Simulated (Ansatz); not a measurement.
# TiTe2 (P-3m1): the Drude term of Re ε in the infrared

Re ε of TiTe2 (P-3m1) along x at low photon energies is read from one computed spectrum; the carriers' damping was typed as γ = 0.1 eV. x, y and z are the Cartesian axes of the input cell.

The structure is trigonal, space group P-3m1 (No. 164). Conventional cell: a = 3.777 Å, b = 3.777 Å, c = 6.498 Å, α = 90.00°, β = 90.00°, γ = 120.00°. Around Te on site d lie 3 Ti at 2.77 Å. Ti on site a is surrounded by 6 Te at 2.77 Å.

Method: Ansatz 0.2.0, PBE, independent particles, k-mesh 15×15×7 with interpolation inside its cells, Gaussian parameter 0.15 eV.

Launch of the response step: `ansatz run input.yaml --threads 4 --pin off --max-ram 8192MiB --backend cpu --events-out ev --progress --plain --runs-dir out`. The run took 4.0 min, on 4 threads of AMD EPYC 9R45 96-Core Processor (Zen 5), with other jobs on the host.

```tsv
photon energy E (eV)	wavelength (µm)	Re ε
0.25	4.96	-122.3
0.30	4.13	-80.5
0.35	3.54	-50.9
0.40	3.10	-28.5
0.50	2.48	-0.4
0.60	2.07	8.3
0.70	1.77	?
```

A Drude term over a constant background gives Re ε = ε_b − ωp²/(E² + γ²), linear in 1/(E² + γ²).

Working, on the rows shown:

| x = 1/(E² + γ²) (eV⁻²) | y = Re ε |
| --- | --- |
| 13.7931 | -122.3 |
| 10 | -80.5 |
| 7.54717 | -50.9 |
| 5.88235 | -28.5 |
| 3.84615 | -0.4 |
| 2.7027 | 8.3 |

Means: x̄ = 7.2952, ȳ = -45.717. Σ(x − x̄)(y − ȳ) = -1022, Σ(x − x̄)² = 84.59. Slope = -1022 / 84.59 = -12.08; intercept = ȳ − slope · x̄ = 42.403. The line misses the rows shown by at most 3.7.

Task: What does the fit predict for the withheld row, and how well does it do?

Result: At x = 2 the line gives y = 18.245. The run gave 5.3, so the extrapolation is off by 13, 10 % of the range in the table. Beyond its data the fit drifts from the curve.

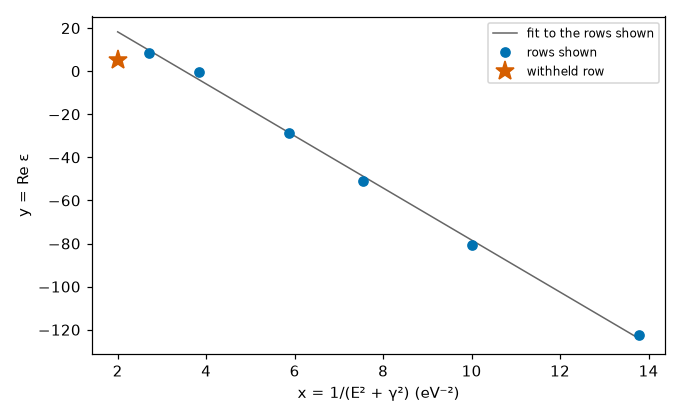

Refitted with all rows, the slope is -11.54 and the intercept 37.017. These give ωp = √(−slope) = 3.40 eV, against 3.45 eV from the program's Fermi-surface sum, and an intercept of 37.0. Taking the program's Drude term off the rows leaves 42 at the lowest energy and 29 at the highest, so the background isn't constant: interband transitions lie in or near the window, and neither fitted number can be trusted. The values come from a sum over the points of one k-mesh and carry its error, which is largest for Fermi-surface quantities. Spin-orbit coupling is left out.

[Logs are printed without paths, hosts, clocks, repeated set-up lines and the standing remarks that a program may print on its own settings, such as how far it seeks lower states.]
